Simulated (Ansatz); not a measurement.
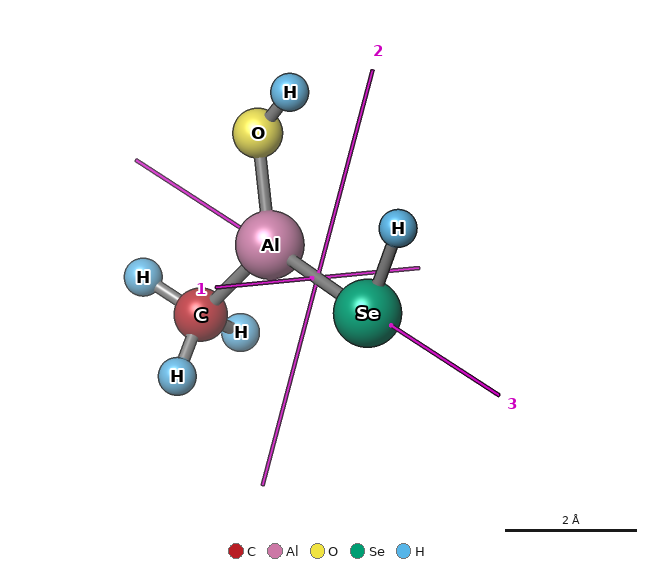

The three principal axes of inertia are drawn and numbered. Distant atoms are faded towards the background colour. The geometry was computed by an optimisation with PBE-D4/def2-SVP. No frequency run is at hand to confirm it as a minimum. Masses are those of the most abundant isotopes; constants are for the rigid equilibrium geometry.

Q: Which line is the a axis (least moment of inertia), which b and which c?

A: a is line 3, b is line 2, c is line 1; the moments are 90.5, 296, 383 u Å².

Q: What kind of rotor is it, and what are its rotational constants in cm⁻¹?

A: An asymmetric top (C1): A = 0.186, B = 0.0570, C = 0.0440 cm⁻¹. Ray's parameter κ is −0.82, nearer the prolate limit.
